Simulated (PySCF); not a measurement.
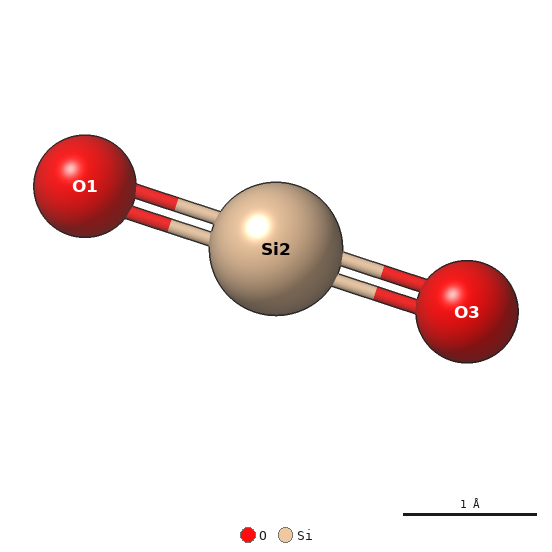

Orthographic view. Depth is shown by fading: the farther an atom, the more it takes the colour of the background. The geometry was computed by an optimisation with PBE0-D3(BJ)/def2-SVP. No frequency run is at hand to confirm it as a minimum.

Give the geometry as a Z-matrix, atoms in numerical order, with these reference atoms: 2 to 1; 3 to 2, 1.

```
O  
Si   1   1.518
O    2   1.519   1   179.9
```
